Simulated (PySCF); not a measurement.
**PHF$_{4}$: geometry relaxation (part 1 of 2)**

- system: PHF$_{4}$, SMILES F[PH](F)(F)F
- method: HF/6-31G*, RHF (PySCF 2.14.0)

The atoms were displaced at random from an optimised geometry.

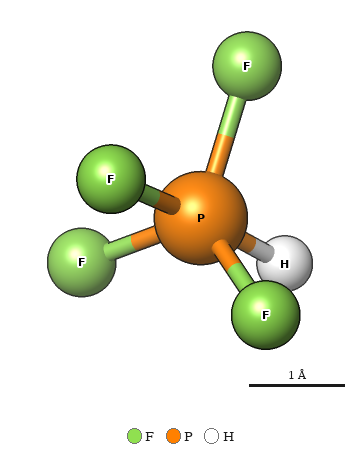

Fig. 1: The structure as given in the input (ball-and-stick view, seen at a tilt).

### The input (calc.py)
```python
from pyscf import gto
from pyscf.geomopt.geometric_solver import kernel as optimise

mol = gto.Mole()
mol.atom = 'mol.xyz'
mol.verbose = 3
mol.charge = 0
mol.max_memory = 1860
mol.basis = '6-31g*'
mol.build()

calc0 = mol.RHF()
converged, mol_eq = optimise(calc0, maxsteps=100)
print('converged:', converged)
print(mol_eq.tostring())

calc0.reset(mol_eq)
mol = mol_eq
calc0.kernel()
e_tot = calc0.e_tot
print(f'total energy: {e_tot:.8f} hartree')
```

### File mol.xyz
```
6

F     -1.159876    -0.866931     0.651620
P     -0.004965    -0.047965     0.037468
F      1.438167    -0.830897    -0.312098
F     -0.553885    -0.434919    -1.393791
F     -0.299585     1.499013    -0.444032
H      0.422575     0.452917     1.237382
```

Run on 1 thread of AMD EPYC (Zen 3), 189 GiB of memory available, shared host.

Run as:
```bash
OMP_NUM_THREADS=1 python calc.py
```

### Output
```
#|     Arguments passed to driver run_optimizer():      |#
customengine              <pyscf.geomopt.geometric_solver.PySCFEngine object>
maxiter                   100
----------------------------------------------------------
Custom engine selected.
Bonds will be generated from interatomic distances less than 1.20 times sum of covalent radii
18 internal coordinates being used (instead of 18 Cartesians)
Internal coordinate system (atoms numbered from 1):
Distance 1-2
Distance 2-3
Distance 2-4
Distance 2-5
Distance 2-6
Angle 1-2-5
Angle 1-2-6
Angle 3-2-5
Angle 3-2-6
Angle 5-2-6
LinearAngleX 4-2-6
LinearAngleY 4-2-6
Out-of-Plane 2-1-3-5
Out-of-Plane 2-1-4-6
Out-of-Plane 2-3-4-6
Out-of-Plane 2-4-5-6
Translation-X 1-6
Translation-Y 1-6
Translation-Z 1-6
Rotation-A 1-6
Rotation-B 1-6
Rotation-C 1-6
<class 'geometric.internal.Distance'> : 5
<class 'geometric.internal.Angle'> : 5
<class 'geometric.internal.LinearAngle'> : 2
<class 'geometric.internal.OutOfPlane'> : 4
<class 'geometric.internal.TranslationX'> : 1
<class 'geometric.internal.TranslationY'> : 1
<class 'geometric.internal.TranslationZ'> : 1
<class 'geometric.internal.RotationA'> : 1
<class 'geometric.internal.RotationB'> : 1
<class 'geometric.internal.RotationC'> : 1
> ===== Optimization Info: ====
> Job type: Energy minimization
> Maximum number of optimization cycles: 100
> Initial / maximum trust radius (Angstrom): 0.100 / 0.300
> Convergence Criteria:
> Will converge when all 5 criteria are reached:
>  |Delta-E| < 1.00e-06
>  RMS-Grad  < 3.00e-04
>  Max-Grad  < 4.50e-04
>  RMS-Disp  < 1.20e-03
>  Max-Disp  < 1.80e-03
> === End Optimization Info ===

Geometry optimization cycle 1
Cartesian coordinates (Angstrom)
 Atom        New coordinates             dX        dY        dZ
   F  -1.159876  -0.866931   0.651620    0.000000  0.000000  0.000000
   P  -0.004965  -0.047965   0.037468    0.000000  0.000000  0.000000
   F   1.438167  -0.830897  -0.312098    0.000000  0.000000  0.000000
   F  -0.553885  -0.434919  -1.393791    0.000000  0.000000  0.000000
   F  -0.299585   1.499013  -0.444032    0.000000  0.000000  0.000000
   H   0.422575   0.452917   1.237382    0.000000  0.000000  0.000000

WARN: Mole.unit (angstrom) is changed to Bohr

converged SCF energy = -739.116952619345
--------------- RHF_Scanner gradients ---------------
         x                y                z
0 F    -0.0028845406     0.0034945733    -0.0131391034
1 P    -0.0268034854    -0.0264442101     0.0641027721
2 F     0.0670312378    -0.0368815067    -0.0219026770
3 F    -0.0144259241     0.0095214473    -0.0038151545
4 F    -0.0145744255     0.0419349321    -0.0243489972
5 H    -0.0083428623     0.0083747641    -0.0008968401
----------------------------------------------
cycle 1: E = -739.116952619  dE = -739.117  norm(grad) = 0.122764
Step    0 : Gradient = 5.012e-02/7.958e-02 (rms/max) Energy = -739.1169526193
Hessian Eigenvalues: 4.99917e-02 5.00000e-02 5.00000e-02 ... 4.31442e-01 5.50754e-01 6.39529e-01

Geometry optimization cycle 2
Cartesian coordinates (Angstrom)
 Atom        New coordinates             dX        dY        dZ
   F  -1.128556  -0.853573   0.714567    0.031320  0.013358  0.062947
   P  -0.037184  -0.029688  -0.007632   -0.032219  0.018277 -0.045100
   F   1.326497  -0.795703  -0.334872   -0.111670  0.035194 -0.022774
   F  -0.453503  -0.521971  -1.446000    0.100382 -0.087052 -0.052209
   F  -0.267779   1.518276  -0.345326    0.031806  0.019263  0.098706
   H   0.402956   0.453877   1.195812   -0.019619  0.000960 -0.041570
converged SCF energy = -739.124026118718
--------------- RHF_Scanner gradients ---------------
         x                y                z
0 F     0.0101255121     0.0035193246     0.0136952328
1 P    -0.0428982193    -0.0107734456     0.0041632053
2 F     0.0122080738    -0.0175148950    -0.0227083170
3 F     0.0240806267    -0.0194082649    -0.0096873102
4 F     0.0080356087     0.0335363138     0.0185647638
5 H    -0.0115516020     0.0106409670    -0.0040275748
----------------------------------------------
cycle 2: E = -739.124026119  dE = -0.0070735  norm(grad) = 0.0780692
Step    1 : Displace = 9.690e-02/1.421e-01 (rms/max) Trust = 1.000e-01 (=) Grad = 3.187e-02/4.443e-02 (rms/max) E (change) = -739.1240261187 (-7.073e-03) Quality = 0.357
Hessian Eigenvalues: 5.00000e-02 5.00000e-02 5.00000e-02 ... 5.49189e-01 6.39174e-01 8.76227e-01

Geometry optimization cycle 3
Cartesian coordinates (Angstrom)
 Atom        New coordinates             dX        dY        dZ
   F  -1.116318  -0.876209   0.672409    0.012238 -0.022636 -0.042158
   P  -0.015995  -0.032872  -0.020569    0.021190 -0.003183 -0.012937
   F   1.325445  -0.735965  -0.205377   -0.001052  0.059738  0.129495
   F  -0.560676  -0.433847  -1.436073   -0.107173  0.088123  0.009927
   F  -0.265782   1.446764  -0.418970    0.001997 -0.071512 -0.073644
   H   0.475756   0.403348   1.185129    0.072800 -0.050530 -0.010683
converged SCF energy = -739.130440110474
--------------- RHF_Scanner gradients ---------------
         x                y                z
0 F     0.0052061297     0.0026704250     0.0042775533
1 P     0.0111802527    -0.0204129449    -0.0301389907
2 F    -0.0186050099     0.0202427942     0.0279856766
3 F    -0.0082986434     0.0109988447    -0.0003862631
4 F     0.0019685757    -0.0095381195     0.0052252028
5 H     0.0085486951    -0.0039609995    -0.0069631790
----------------------------------------------
cycle 3: E = -739.13044011  dE = -0.00641399  norm(grad) = 0.0590855
Step    2 : Displace = 1.010e-01/1.477e-01 (rms/max) Trust = 1.000e-01 (=) Grad = 2.412e-02/3.923e-02 (rms/max) E (change) = -739.1304401105 (-6.414e-03) Quality = 0.334
Hessian Eigenvalues: 4.99999e-02 5.00000e-02 5.00000e-02 ... 5.49420e-01 6.38494e-01 1.02397e+00

Geometry optimization cycle 4
Cartesian coordinates (Angstrom)
 Atom        New coordinates             dX        dY        dZ
   F  -1.151753  -0.878097   0.579618   -0.035435 -0.001889 -0.092792
   P   0.012878   0.006697   0.059993    0.028873  0.039568  0.080562
   F   1.291101  -0.757389  -0.332659   -0.034344 -0.021424 -0.127282
   F  -0.506798  -0.465568  -1.339801    0.053878 -0.031721  0.096272
   F  -0.288600   1.430233  -0.475882   -0.022818 -0.016531 -0.056912
   H   0.485603   0.435343   1.285281    0.009847  0.031995  0.100152
converged SCF energy = -739.119473499002
--------------- RHF_Scanner gradients ---------------
         x                y                z
0 F    -0.0026854039    -0.0078371177    -0.0435743911
1 P     0.0269078360     0.0228091639     0.0453516093
2 F    -0.0313599247    -0.0032159274    -0.0251615363
3 F     0.0118364613     0.0056900458     0.0441196857
4 F    -0.0095102478    -0.0199682398    -0.0251679984
5 H     0.0048112790     0.0025220753     0.0044326308
----------------------------------------------
cycle 4: E = -739.119473499  dE = 0.0109666  norm(grad) = 0.100926
Step    3 : Displace = 1.040e-01/1.370e-01 (rms/max) Trust = 1.000e-01 (=) Grad = 4.120e-02/5.745e-02 (rms/max) E (change) = -739.1194734990 (+1.097e-02) Quality = -1.239
Rejecting step - quality is lower than -1.0
Hessian Eigenvalues: 4.99999e-02 5.00000e-02 5.00000e-02 ... 5.49420e-01 6.38494e-01 1.02397e+00

Geometry optimization cycle 5
Cartesian coordinates (Angstrom)
 Atom        New coordinates             dX        dY        dZ
   F  -1.146401  -0.865974   0.639849    0.005352  0.012123  0.060231
   P  -0.005519  -0.019104   0.016960   -0.018397 -0.025801 -0.043034
   F   1.324351  -0.748946  -0.286072    0.033250  0.008443  0.046587
   F  -0.523572  -0.463685  -1.394276   -0.016774  0.001884 -0.054475
   F  -0.275244   1.447670  -0.433853    0.013356  0.017437  0.042028
   H   0.468817   0.421257   1.233942   -0.016786 -0.014086 -0.051338
converged SCF energy = -739.133928811639
--------------- RHF_Scanner gradients ---------------
         x                y                z
0 F    -0.0011581591    -0.0028104037    -0.0120231487
1 P     0.0073781019    -0.0009689334     0.0077829070
2 F    -0.0097933148     0.0010859551    -0.0030287317
3 F     0.0025726194     0.0051093301     0.0139554221
4 F    -0.0027300332    -0.0050607346    -0.0068526831
5 H     0.0037307857     0.0026447865     0.0001662344
----------------------------------------------
cycle 5: E = -739.133928812  dE = -0.0144553  norm(grad) = 0.0265414
Step    4 : Displace = 5.403e-02/8.409e-02 (rms/max) Trust = 5.000e-02 (x) Grad = 1.084e-02/1.508e-02 (rms/max) E (change) = -739.1339288116 (-3.489e-03) Quality = 0.498
Hessian Eigenvalues: 5.00000e-02 5.00000e-02 5.00000e-02 ... 5.90021e-01 6.37691e-01 8.22349e-01

Geometry optimization cycle 6
Cartesian coordinates (Angstrom)
 Atom        New coordinates             dX        dY        dZ
   F  -1.159004  -0.817806   0.705352   -0.012603  0.048168  0.065503
   P  -0.016386  -0.038976  -0.001099   -0.010866 -0.019872 -0.018059
   F   1.371503  -0.746031  -0.313535    0.047152  0.002916 -0.027463
   F  -0.508555  -0.484239  -1.434265    0.015018 -0.020554 -0.039989
   F  -0.270577   1.461721  -0.408877    0.004668  0.014051  0.024977
   H   0.425449   0.396548   1.228973   -0.043368 -0.024709 -0.004970
converged SCF energy = -739.133014401719
--------------- RHF_Scanner gradients ---------------
         x                y                z
0 F     0.0033086004     0.0055662504     0.0114103766
1 P    -0.0206582917    -0.0135392036     0.0045138693
2 F     0.0211601683    -0.0101371434    -0.0077573691
3 F     0.0034599987     0.0012864479    -0.0115877255
4 F    -0.0005920262     0.0132849164     0.0008859306
5 H    -0.0066784495     0.0035387323     0.0025349181
----------------------------------------------
cycle 6: E = -739.133014402  dE = 0.00091441  norm(grad) = 0.042454
Step    5 : Displace = 5.192e-02/8.009e-02 (rms/max) Trust = 5.000e-02 (=) Grad = 1.733e-02/2.511e-02 (rms/max) E (change) = -739.1330144017 (+9.144e-04) Quality = -0.364
Hessian Eigenvalues: 4.99996e-02 5.00000e-02 5.00000e-02 ... 6.37306e-01 6.68684e-01 8.60800e-01

Geometry optimization cycle 7
Cartesian coordinates (Angstrom)
 Atom        New coordinates             dX        dY        dZ
   F  -1.160044  -0.830789   0.670137   -0.001040 -0.012983 -0.035215
   P  -0.010719  -0.030966  -0.001645    0.005667  0.008010 -0.000546
   F   1.363246  -0.735827  -0.296351   -0.008257  0.010204  0.017184
   F  -0.531213  -0.496630  -1.415021   -0.022658 -0.012391  0.019243
   F  -0.261571   1.463076  -0.404249    0.009006  0.001355  0.004628
   H   0.442731   0.402353   1.223678    0.017283  0.005805 -0.005294
converged SCF energy = -739.134717308491
--------------- RHF_Scanner gradients ---------------
         x                y                z
0 F     0.0010712222     0.0020886151     0.0004356520
1 P    -0.0082770813    -0.0065233174    -0.0009074696
2 F     0.0118440677    -0.0055573481    -0.0011344987
3 F    -0.0025204508    -0.0028934628    -0.0027839626
4 F    -0.0000323616     0.0089399765     0.0044457821
5 H    -0.0020853962     0.0039455366    -0.0000555032
----------------------------------------------
cycle 7: E = -739.134717308  dE = -0.00170291  norm(grad) = 0.0207876
Step    6 : Displace = 2.407e-02/3.776e-02 (rms/max) Trust = 2.500e-02 (-) Grad = 8.486e-03/1.313e-02 (rms/max) E (change) = -739.1347173085 (-1.703e-03) Quality = 0.866
Hessian Eigenvalues: 4.99996e-02 5.00000e-02 5.00000e-02 ... 6.35025e-01 7.66955e-01 9.43886e-01

Geometry optimization cycle 8
Cartesian coordinates (Angstrom)
 Atom        New coordinates             dX        dY        dZ
   F  -1.147234  -0.845034   0.676877    0.012810 -0.014245  0.006740
   P  -0.007520  -0.024436   0.010380    0.003199  0.006529  0.012025
   F   1.328401  -0.730325  -0.287243   -0.034845  0.005502  0.009108
   F  -0.516185  -0.452100  -1.412283    0.015027  0.044529  0.002738
   F  -0.272857   1.433312  -0.447578   -0.011287 -0.029764 -0.043329
   H   0.457827   0.389802   1.236396    0.015096 -0.012552  0.012718
converged SCF energy = -739.134048719471
--------------- RHF_Scanner gradients ---------------
         x                y                z
0 F    -0.0001500892     0.0000600414     0.0016321284
1 P     0.0093826932    -0.0042931531     0.0010308524
2 F    -0.0133924591     0.0063945542     0.0008180204
3 F     0.0054266152     0.0129274483     0.0055351453
4 F    -0.0025712208    -0.0125516394    -0.0091981475
5 H     0.0013044607    -0.0025372514     0.0001820009
----------------------------------------------
cycle 8: E = -739.134048719  dE = 0.000668589  norm(grad) = 0.028553
Step    7 : Displace = 3.555e-02/5.441e-02 (rms/max) Trust = 3.536e-02 (+) Grad = 1.166e-02/1.577e-02 (rms/max) E (change) = -739.1340487195 (+6.686e-04) Quality = -0.376
Hessian Eigenvalues: 4.99998e-02 5.00000e-02 5.00000e-02 ... 6.37645e-01 8.76435e-01 1.09500e+00

Geometry optimization cycle 9
Cartesian coordinates (Angstrom)
 Atom        New coordinates             dX        dY        dZ
   F  -1.153310  -0.840662   0.668655   -0.006077  0.004372 -0.008223
   P  -0.009598  -0.023178   0.005142   -0.002078  0.001258 -0.005238
   F   1.338410  -0.728503  -0.291730    0.010010  0.001822 -0.004487
   F  -0.522897  -0.481777  -1.411426   -0.006712 -0.029677  0.000857
   F  -0.264159   1.450449  -0.424801    0.008698  0.017137  0.022777
   H   0.453986   0.394890   1.230709   -0.003841  0.005088 -0.005687
converged SCF energy = -739.135199634683
--------------- RHF_Scanner gradients ---------------
         x                y                z
0 F     0.0001726836    -0.0003230493    -0.0004471977
1 P     0.0034007895    -0.0012498883     0.0001592993
2 F    -0.0057469018     0.0018506865     0.0002212359
3 F     0.0019761197     0.0016135209     0.0015030101
4 F    -0.0005007944    -0.0019504501    -0.0010024848
5 H     0.0006981034     0.0000591802    -0.0004338629
----------------------------------------------
cycle 9: E = -739.135199635  dE = -0.00115092  norm(grad) = 0.00803086
Step    8 : Displace = 1.900e-02/3.014e-02 (rms/max) Trust = 1.768e-02 (-) Grad = 3.279e-03/6.042e-03 (rms/max) E (change) = -739.1351996347 (-1.151e-03) Quality = 0.938
Hessian Eigenvalues: 4.99999e-02 5.00000e-02 5.00000e-02 ... 6.34825e-01 9.10623e-01 1.18120e+00

Geometry optimization cycle 10
Cartesian coordinates (Angstrom)
 Atom        New coordinates             dX        dY        dZ
   F  -1.157950  -0.835560   0.668347   -0.004640  0.005102 -0.000308
   P  -0.009567  -0.025277   0.003672    0.000030 -0.002099 -0.001470
   F   1.351355  -0.723519  -0.293474    0.012945  0.004985 -0.001744
   F  -0.530572  -0.487140  -1.410643   -0.007674 -0.005363  0.000782
   F  -0.260684   1.451704  -0.423055    0.003475  0.001255  0.001746
   H   0.449849   0.391011   1.231702   -0.004137 -0.003879  0.000993
converged SCF energy = -739.135276140591
--------------- RHF_Scanner gradients ---------------
         x                y                z
0 F     0.0001469256     0.0004735973    -0.0005524009
1 P    -0.0002140682    -0.0012867940     0.0006817730
2 F     0.0015467684    -0.0007236132     0.0004009991
3 F    -0.0008691175     0.0008653155    -0.0001720343
4 F    -0.0006964578     0.0001681140    -0.0002318136
5 H     0.0000859495     0.0005033803    -0.0001265234
```
